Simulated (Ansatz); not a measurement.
**CuHCl (charge +1): molecular dynamics (part 2 of 2)**

CuHCl, charge +1; RKS PBE-D4/def2-mTZVP (Ansatz 0.2.0). 

Geometry of the input (Å):
```
Cu 0.0443  -0.0076  -1.6281
Cl 0.5582  -0.0955  0.5465
H  -0.6025  0.1031  1.0816
```

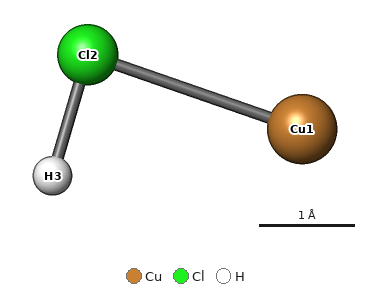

*The geometry at step 41 of the log (ball-and-stick view, seen on its broad side; atoms are numbered from 1 in the order of the input).*

Trajectory as extended XYZ (Å, eV, eV/Å), 52 of the 81 frames kept, from step=0 to step=80
```
3
Properties=species:S:1:pos:R:3:forces:R:3 step=0 time_fs=0.0 energy=-57160.56250 temperature=1500.0
Cu    0.0443   -0.0076   -1.6281    0.0209  -0.0036   0.0839
Cl    0.5582   -0.0955    0.5465    0.6484  -0.1109  -0.3946
H    -0.6025    0.1031    1.0816   -0.6694   0.1145   0.3107
3
Properties=species:S:1:pos:R:3:forces:R:3 step=2 time_fs=2.0 energy=-57160.55633 temperature=1452.0
Cu    0.0441   -0.0075   -1.6332   -0.0243   0.0042   0.1667
Cl    0.5573   -0.0954    0.5528    0.6928  -0.1185  -0.4173
H    -0.5593    0.0957    1.1789   -0.6684   0.1144   0.2506
3
Properties=species:S:1:pos:R:3:forces:R:3 step=3 time_fs=3.0 energy=-57160.55615 temperature=1445.6
Cu    0.0440   -0.0075   -1.6357   -0.0439   0.0075   0.2075
Cl    0.5572   -0.0953    0.5558    0.3612  -0.0618  -0.2181
H    -0.5481    0.0938    1.2316   -0.3173   0.0543   0.0106
3
Properties=species:S:1:pos:R:3:forces:R:3 step=5 time_fs=5.0 energy=-57160.52737 temperature=1225.5
Cu    0.0438   -0.0075   -1.6406   -0.0756   0.0129   0.2823
Cl    0.5571   -0.0953    0.5616   -0.3393   0.0580   0.2988
H    -0.5308    0.0908    1.3345    0.4149  -0.0710  -0.5811
3
Properties=species:S:1:pos:R:3:forces:R:3 step=6 time_fs=6.0 energy=-57160.50424 temperature=1050.9
Cu    0.0436   -0.0074   -1.6429   -0.0888   0.0152   0.3139
Cl    0.5570   -0.0953    0.5646   -0.5197   0.0889   0.4796
H    -0.5178    0.0886    1.3790    0.6085  -0.1041  -0.7935
3
Properties=species:S:1:pos:R:3:forces:R:3 step=8 time_fs=8.0 energy=-57160.47764 temperature=845.7
Cu    0.0433   -0.0074   -1.6476   -0.1131   0.0193   0.3615
Cl    0.5563   -0.0952    0.5710   -0.4272   0.0731   0.5200
H    -0.4739    0.0811    1.4441    0.5403  -0.0924  -0.8815
3
Properties=species:S:1:pos:R:3:forces:R:3 step=9 time_fs=9.0 energy=-57160.47543 temperature=824.6
Cu    0.0431   -0.0074   -1.6498   -0.1246   0.0213   0.3778
Cl    0.5558   -0.0951    0.5745   -0.1669   0.0286   0.3527
H    -0.4436    0.0759    1.4639    0.2915  -0.0499  -0.7306
3
Properties=species:S:1:pos:R:3:forces:R:3 step=11 time_fs=11.0 energy=-57160.45831 temperature=688.5
Cu    0.0427   -0.0073   -1.6541   -0.1443   0.0247   0.4024
Cl    0.5546   -0.0949    0.5815    0.6388  -0.1093  -0.3149
H    -0.3783    0.0647    1.4853   -0.4945   0.0846  -0.0875
3
Properties=species:S:1:pos:R:3:forces:R:3 step=13 time_fs=13.0 energy=-57160.41782 temperature=386.2
Cu    0.0422   -0.0072   -1.6581   -0.1549   0.0265   0.4280
Cl    0.5542   -0.0948    0.5883    1.2273  -0.2100  -0.8952
H    -0.3314    0.0567    1.5031   -1.0723   0.1835   0.4673
3
Properties=species:S:1:pos:R:3:forces:R:3 step=14 time_fs=14.0 energy=-57160.41150 temperature=335.9
Cu    0.0419   -0.0072   -1.6600   -0.1557   0.0266   0.4445
Cl    0.5545   -0.0949    0.5913    1.1803  -0.2019  -0.8673
H    -0.3224    0.0551    1.5178   -1.0245   0.1753   0.4229
3
Properties=species:S:1:pos:R:3:forces:R:3 step=16 time_fs=16.0 energy=-57160.41784 temperature=375.6
Cu    0.0413   -0.0070   -1.6637   -0.1487   0.0254   0.4852
Cl    0.5559   -0.0951    0.5967    0.5401  -0.0924  -0.2485
H    -0.3313    0.0567    1.5567   -0.3914   0.0670  -0.2367
3
Properties=species:S:1:pos:R:3:forces:R:3 step=17 time_fs=17.0 energy=-57160.41223 temperature=334.3
Cu    0.0409   -0.0070   -1.6654   -0.1419   0.0243   0.5071
Cl    0.5569   -0.0953    0.5993    0.1825  -0.0312   0.0968
H    -0.3431    0.0587    1.5746   -0.0406   0.0069  -0.6039
3
Properties=species:S:1:pos:R:3:forces:R:3 step=19 time_fs=19.0 energy=-57160.39556 temperature=212.8
Cu    0.0401   -0.0068   -1.6686   -0.1255   0.0215   0.5463
Cl    0.5589   -0.0956    0.6045   -0.2306   0.0395   0.4488
H    -0.3654    0.0625    1.5905    0.3561  -0.0609  -0.9950
3
Properties=species:S:1:pos:R:3:forces:R:3 step=20 time_fs=20.0 energy=-57160.39896 temperature=238.8
Cu    0.0397   -0.0068   -1.6700   -0.1168   0.0200   0.5613
Cl    0.5598   -0.0958    0.6073   -0.2437   0.0417   0.4154
H    -0.3721    0.0636    1.5847    0.3604  -0.0617  -0.9767
3
Properties=species:S:1:pos:R:3:forces:R:3 step=22 time_fs=22.0 energy=-57160.42656 temperature=444.6
Cu    0.0388   -0.0066   -1.6727   -0.0978   0.0167   0.5828
Cl    0.5616   -0.0961    0.6132    0.1261  -0.0216  -0.0480
H    -0.3764    0.0644    1.5467   -0.0284   0.0049  -0.5348
3
Properties=species:S:1:pos:R:3:forces:R:3 step=24 time_fs=24.0 energy=-57160.43707 temperature=528.6
Cu    0.0379   -0.0065   -1.6750   -0.0720   0.0123   0.6011
Cl    0.5634   -0.0964    0.6190    0.8061  -0.1379  -0.7676
H    -0.3826    0.0655    1.4890   -0.7341   0.1256   0.1665
3
Properties=species:S:1:pos:R:3:forces:R:3 step=25 time_fs=25.0 energy=-57160.43813 temperature=542.0
Cu    0.0374   -0.0064   -1.6761   -0.0550   0.0094   0.6122
Cl    0.5647   -0.0966    0.6217    1.0161  -0.1738  -0.9849
H    -0.3946    0.0675    1.4609   -0.9611   0.1645   0.3727
3
Properties=species:S:1:pos:R:3:forces:R:3 step=27 time_fs=27.0 energy=-57160.46719 temperature=760.2
Cu    0.0364   -0.0062   -1.6779   -0.0121   0.0021   0.6400
Cl    0.5679   -0.0972    0.6262    0.6722  -0.1150  -0.7908
H    -0.4460    0.0763    1.4152   -0.6601   0.1129   0.1508
3
Properties=species:S:1:pos:R:3:forces:R:3 step=28 time_fs=28.0 energy=-57160.48285 temperature=876.9
Cu    0.0359   -0.0061   -1.6786    0.0126  -0.0022   0.6552
Cl    0.5699   -0.0975    0.6281    0.2028  -0.0347  -0.5076
H    -0.4825    0.0825    1.3956   -0.2155   0.0369  -0.1476
3
Properties=species:S:1:pos:R:3:forces:R:3 step=30 time_fs=30.0 energy=-57160.48166 temperature=873.0
Cu    0.0349   -0.0059   -1.6798    0.0641  -0.0110   0.6810
Cl    0.5738   -0.0982    0.6315   -0.6973   0.1193  -0.0855
H    -0.5572    0.0953    1.3494    0.6332  -0.1083  -0.5955
3
Properties=species:S:1:pos:R:3:forces:R:3 step=31 time_fs=31.0 energy=-57160.47577 temperature=831.3
Cu    0.0344   -0.0059   -1.6802    0.0892  -0.0153   0.6889
Cl    0.5755   -0.0985    0.6332   -0.9613   0.1645  -0.0315
H    -0.5873    0.1005    1.3187    0.8722  -0.1492  -0.6573
3
Properties=species:S:1:pos:R:3:forces:R:3 step=33 time_fs=33.0 energy=-57160.48684 temperature=914.7
Cu    0.0334   -0.0057   -1.6808    0.1366  -0.0234   0.6906
Cl    0.5782   -0.0989    0.6365   -0.9751   0.1668  -0.2200
H    -0.6218    0.1064    1.2387    0.8385  -0.1435  -0.4706
3
Properties=species:S:1:pos:R:3:forces:R:3 step=35 time_fs=35.0 energy=-57160.50477 temperature=1046.0
Cu    0.0326   -0.0056   -1.6809    0.1820  -0.0312   0.6757
Cl    0.5798   -0.0992    0.6395   -0.3072   0.0526  -0.6672
H    -0.6258    0.1071    1.1413    0.1252  -0.0214  -0.0085
3
Properties=species:S:1:pos:R:3:forces:R:3 step=36 time_fs=36.0 energy=-57160.49787 temperature=995.2
Cu    0.0322   -0.0055   -1.6809    0.2050  -0.0351   0.6647
Cl    0.5805   -0.0993    0.6408    0.1575  -0.0269  -0.8930
H    -0.6240    0.1068    1.0914   -0.3625   0.0620   0.2283
3
Properties=species:S:1:pos:R:3:forces:R:3 step=38 time_fs=38.0 energy=-57160.47182 temperature=802.5
Cu    0.0315   -0.0054   -1.6804    0.2514  -0.0430   0.6428
Cl    0.5820   -0.0996    0.6425    0.6157  -0.1053  -1.0865
H    -0.6344    0.1085    0.9995   -0.8671   0.1484   0.4437
3
Properties=species:S:1:pos:R:3:forces:R:3 step=39 time_fs=39.0 energy=-57160.46872 temperature=774.5
Cu    0.0313   -0.0053   -1.6800    0.2735  -0.0468   0.6347
Cl    0.5830   -0.0998    0.6430    0.3833  -0.0656  -1.0342
H    -0.6515    0.1115    0.9597   -0.6568   0.1124   0.3995
3
Properties=species:S:1:pos:R:3:forces:R:3 step=41 time_fs=41.0 energy=-57160.45660 temperature=675.6
Cu    0.0308   -0.0053   -1.6790    0.3114  -0.0533   0.6258
Cl    0.5851   -0.1001    0.6431   -0.6043   0.1034  -0.8620
H    -0.7003    0.1198    0.8908    0.2929  -0.0501   0.2362
3
Properties=species:S:1:pos:R:3:forces:R:3 step=42 time_fs=42.0 energy=-57160.43813 temperature=536.7
Cu    0.0307   -0.0052   -1.6783    0.3262  -0.0558   0.6226
Cl    0.5860   -0.1003    0.6427   -1.0393   0.1778  -0.8184
H    -0.7230    0.1237    0.8600    0.7131  -0.1220   0.1959
3
Properties=species:S:1:pos:R:3:forces:R:3 step=44 time_fs=44.0 energy=-57160.40734 temperature=303.9
Cu    0.0305   -0.0052   -1.6767    0.3481  -0.0596   0.6084
Cl    0.5869   -0.1004    0.6414   -1.3805   0.2362  -0.8338
H    -0.7453    0.1275    0.8042    1.0324  -0.1767   0.2254
3
Properties=species:S:1:pos:R:3:forces:R:3 step=45 time_fs=45.0 energy=-57160.40598 temperature=291.1
Cu    0.0305   -0.0052   -1.6757    0.3561  -0.0609   0.5943
Cl    0.5868   -0.1004    0.6404   -1.2518   0.2142  -0.8725
H    -0.7419    0.1269    0.7794    0.8958  -0.1533   0.2782
3
Properties=species:S:1:pos:R:3:forces:R:3 step=47 time_fs=47.0 energy=-57160.41153 temperature=326.4
Cu    0.0307   -0.0052   -1.6736    0.3679  -0.0630   0.5523
Cl    0.5857   -0.1002    0.6377   -0.4444   0.0761  -0.9651
H    -0.7126    0.1219    0.7384    0.0766  -0.0131   0.4129
3
Properties=species:S:1:pos:R:3:forces:R:3 step=49 time_fs=49.0 energy=-57160.39143 temperature=179.1
Cu    0.0311   -0.0053   -1.6711    0.3734  -0.0639   0.5077
Cl    0.5841   -0.0999    0.6340    0.5623  -0.0962  -1.0246
H    -0.6810    0.1165    0.7131   -0.9357   0.1601   0.5169
3
Properties=species:S:1:pos:R:3:forces:R:3 step=50 time_fs=50.0 energy=-57160.38651 temperature=144.7
Cu    0.0314   -0.0053   -1.6697    0.3730  -0.0638   0.4924
Cl    0.5835   -0.0998    0.6317    0.7391  -0.1264  -1.0250
H    -0.6765    0.1157    0.7076   -1.1121   0.1903   0.5326
3
Properties=species:S:1:pos:R:3:forces:R:3 step=52 time_fs=52.0 energy=-57160.41245 temperature=335.3
Cu    0.0321   -0.0055   -1.6668    0.3650  -0.0625   0.4817
Cl    0.5827   -0.0997    0.6263    0.1012  -0.0173  -0.9594
H    -0.6976    0.1193    0.7119   -0.4662   0.0798   0.4777
3
Properties=species:S:1:pos:R:3:forces:R:3 step=53 time_fs=53.0 energy=-57160.42414 temperature=424.0
Cu    0.0326   -0.0056   -1.6652    0.3576  -0.0612   0.4823
Cl    0.5825   -0.0997    0.6232   -0.4450   0.0761  -0.9014
H    -0.7170    0.1227    0.7211    0.0874  -0.0150   0.4191
3
Properties=species:S:1:pos:R:3:forces:R:3 step=55 time_fs=55.0 energy=-57160.42704 temperature=454.2
Cu    0.0336   -0.0057   -1.6618    0.3377  -0.0578   0.4782
Cl    0.5815   -0.0995    0.6162   -1.2333   0.2110  -0.7690
H    -0.7487    0.1281    0.7509    0.8955  -0.1532   0.2908
3
Properties=species:S:1:pos:R:3:forces:R:3 step=56 time_fs=56.0 energy=-57160.43284 temperature=501.2
Cu    0.0342   -0.0058   -1.6600    0.3254  -0.0557   0.4683
Cl    0.5805   -0.0993    0.6124   -1.3533   0.2316  -0.7093
H    -0.7533    0.1289    0.7703    1.0279  -0.1759   0.2410
3
Properties=species:S:1:pos:R:3:forces:R:3 step=58 time_fs=58.0 energy=-57160.47209 temperature=799.3
Cu    0.0356   -0.0061   -1.6561    0.2943  -0.0504   0.4305
Cl    0.5775   -0.0988    0.6043   -1.0024   0.1715  -0.6459
H    -0.7335    0.1255    0.8157    0.7081  -0.1212   0.2154
3
Properties=species:S:1:pos:R:3:forces:R:3 step=60 time_fs=60.0 energy=-57160.50866 temperature=1078.5
Cu    0.0371   -0.0063   -1.6521    0.2510  -0.0430   0.3803
Cl    0.5734   -0.0981    0.5954   -0.0436   0.0075  -0.7110
H    -0.6881    0.1177    0.8697   -0.2074   0.0355   0.3306
3
Properties=species:S:1:pos:R:3:forces:R:3 step=61 time_fs=61.0 energy=-57160.51464 temperature=1129.6
Cu    0.0380   -0.0065   -1.6499    0.2243  -0.0384   0.3565
Cl    0.5713   -0.0978    0.5907    0.4229  -0.0724  -0.7714
H    -0.6661    0.1140    0.9011   -0.6473   0.1107   0.4149
3
Properties=species:S:1:pos:R:3:forces:R:3 step=63 time_fs=63.0 energy=-57160.53587 temperature=1295.2
Cu    0.0397   -0.0068   -1.6455    0.1635  -0.0280   0.3163
Cl    0.5675   -0.0971    0.5807    0.5798  -0.0992  -0.7222
H    -0.6425    0.1099    0.9762   -0.7433   0.1272   0.4059
3
Properties=species:S:1:pos:R:3:forces:R:3 step=64 time_fs=64.0 energy=-57160.55340 temperature=1424.7
Cu    0.0407   -0.0069   -1.6432    0.1312  -0.0225   0.2983
Cl    0.5658   -0.0968    0.5753    0.2327  -0.0398  -0.5436
H    -0.6419    0.1098    1.0199   -0.3639   0.0623   0.2452
3
Properties=species:S:1:pos:R:3:forces:R:3 step=66 time_fs=66.0 energy=-57160.55939 temperature=1470.9
Cu    0.0425   -0.0073   -1.6385    0.0658  -0.0113   0.2576
Cl    0.5626   -0.0963    0.5643   -0.6106   0.1045  -0.0199
H    -0.6466    0.1106    1.1119    0.5448  -0.0932  -0.2377
3
Properties=species:S:1:pos:R:3:forces:R:3 step=67 time_fs=67.0 energy=-57160.54829 temperature=1389.6
Cu    0.0435   -0.0074   -1.6361    0.0325  -0.0056   0.2310
Cl    0.5608   -0.0960    0.5587   -0.8601   0.1472   0.2194
H    -0.6432    0.1100    1.1557    0.8277  -0.1416  -0.4504
3
Properties=species:S:1:pos:R:3:forces:R:3 step=69 time_fs=69.0 energy=-57160.53680 temperature=1303.1
Cu    0.0454   -0.0078   -1.6312   -0.0376   0.0064   0.1589
Cl    0.5564   -0.0952    0.5478   -0.8335   0.1426   0.4890
H    -0.6115    0.1046    1.2290    0.8712  -0.1490  -0.6479
3
Properties=species:S:1:pos:R:3:forces:R:3 step=71 time_fs=71.0 energy=-57160.54535 temperature=1361.3
Cu    0.0474   -0.0081   -1.6262   -0.1135   0.0194   0.0612
Cl    0.5511   -0.0943    0.5374   -0.1573   0.0269   0.3729
H    -0.5481    0.0938    1.2785    0.2708  -0.0463  -0.4341
3
Properties=species:S:1:pos:R:3:forces:R:3 step=72 time_fs=72.0 energy=-57160.53977 temperature=1316.8
Cu    0.0483   -0.0082   -1.6236   -0.1523   0.0261   0.0057
Cl    0.5484   -0.0938    0.5324    0.3421  -0.0585   0.1702
H    -0.5107    0.0874    1.2963   -0.1898   0.0325  -0.1760
3
Properties=species:S:1:pos:R:3:forces:R:3 step=74 time_fs=74.0 energy=-57160.49962 temperature=1016.5
Cu    0.0501   -0.0086   -1.6186   -0.2263   0.0387  -0.1088
Cl    0.5433   -0.0930    0.5224    1.1679  -0.1998  -0.2241
H    -0.4456    0.0762    1.3295   -0.9416   0.1611   0.3329
3
Properties=species:S:1:pos:R:3:forces:R:3 step=75 time_fs=75.0 energy=-57160.48428 temperature=899.1
Cu    0.0509   -0.0087   -1.6161   -0.2593   0.0444  -0.1648
Cl    0.5412   -0.0926    0.5173    1.2513  -0.2141  -0.2011
H    -0.4252    0.0727    1.3499   -0.9920   0.1697   0.3659
3
Properties=species:S:1:pos:R:3:forces:R:3 step=77 time_fs=77.0 energy=-57160.47350 temperature=806.8
Cu    0.0525   -0.0090   -1.6112   -0.3144   0.0538  -0.2710
Cl    0.5380   -0.0921    0.5071    0.7654  -0.1310   0.4102
H    -0.4109    0.0703    1.3994   -0.4510   0.0772  -0.1392
3
Properties=species:S:1:pos:R:3:forces:R:3 step=78 time_fs=78.0 energy=-57160.46130 temperature=713.0
Cu    0.0532   -0.0091   -1.6088   -0.3370   0.0577  -0.3223
Cl    0.5368   -0.0918    0.5021    0.4359  -0.0746   0.8120
H    -0.4119    0.0705    1.4237   -0.0988   0.0169  -0.4897
3
Properties=species:S:1:pos:R:3:forces:R:3 step=80 time_fs=80.0 energy=-57160.42524 temperature=441.6
Cu    0.0545   -0.0093   -1.6041   -0.3758   0.0643  -0.4271
Cl    0.5345   -0.0915    0.4929    0.0518  -0.0089   1.3705
H    -0.4140    0.0708    1.4555    0.3240  -0.0554  -0.9435
```

Key numbers

```tsv
quantity	value
outcome	finished
mean temperature over the second half	794 K
trajectory	80 steps, 80 fs
ensemble	nve
temperature in the input	1500 K
time step	1.0 fs
potential energy (last step)	−57160.4253 eV
mean-field energy (last step)	−57160.3893 eV
dispersion energy (last step)	−0.0359 eV
SCF solution under orbital rotations (last step)	stable
largest force (length of the vector) (last step)	1.372 eV/Å
hardware	2 threads of Arm Neoverse V1, 23 GiB of memory available, shared host
wall time	51 s (CPU time 95 s)
peak memory	0.25 GiB
```

Remarks

So short a trajectory is not equilibrated.
